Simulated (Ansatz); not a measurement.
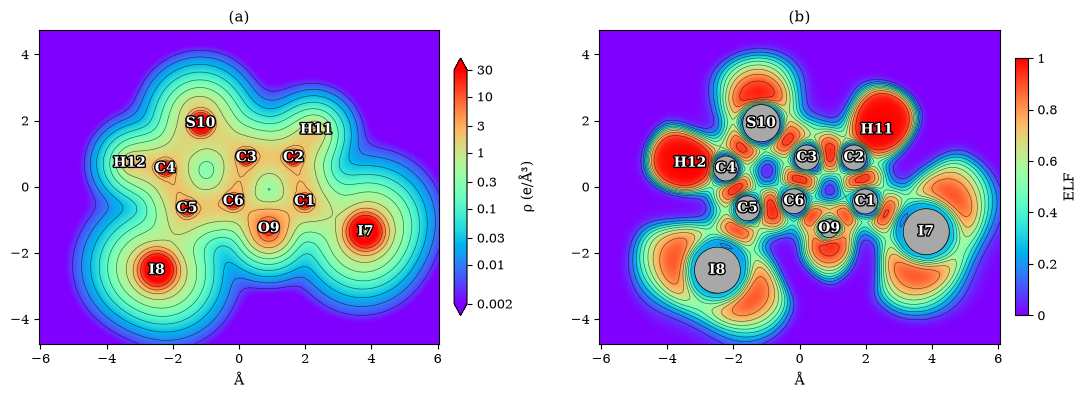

C₆H₂I₂OS. (a) electron density; (b) ELF on the molecular plane. Grey discs cover the atomic cores in the ELF map.

Geometry: PBE0-D3(BJ)/def2-SVP; core potentials replace the inner electrons of I.

Method: Ansatz, isolated molecule in a Gaussian basis; Kohn-Sham density functional theory, functional PBE0.

```xyz
12

C    -0.8525    0.4581   -1.1890
C    -0.8347   -0.2304   -0.0048
C     0.0741    0.5051    0.8141
C     1.6818    1.9834    1.9675
C     1.4413    2.4260    0.6917
C     0.5185    1.5659    0.0489
I    -1.8940    0.0983   -2.9304
I     2.2939    4.1044   -0.1828
O    -0.0410    1.5459   -1.1744
S     0.7979    0.5433    2.3759
H    -1.3989   -1.1303    0.2238
H     2.3432    2.4319    2.7070
```

Describe what can be read from this map.

Answer.
- The section cuts through C, I, O, S and H sites.
- C–O (1.35 Å): the density is about 2.4 e/Å³ at the midpoint; the ELF peaks at about 0.90 between the atoms (a shared but strongly polarised pair).
- C–C (1.37 Å): the density is about 2.2 e/Å³ at the midpoint; the ELF peaks at about 0.95 between the atoms (localised, covalent bonding).
- C–S (1.72 Å): ρ at the midpoint is about 1.4 e/Å³; the ELF peaks at about 0.95 between the atoms (a covalent bond).
- C–I (2.06 Å): ρ is about 0.89 e/Å³ halfway; the ELF peaks at about 0.90 between the atoms (a covalent bond).
- C–H (1.09 Å): ρ is about 2 e/Å³ halfway; the ELF climbs to about 1 towards the hydrogen, as it does in any bond to H (an ordinary covalent bond to hydrogen).
- The ELF also peaks beside I8, I7, O9 and S10, away from the bonds: lone-pair regions.
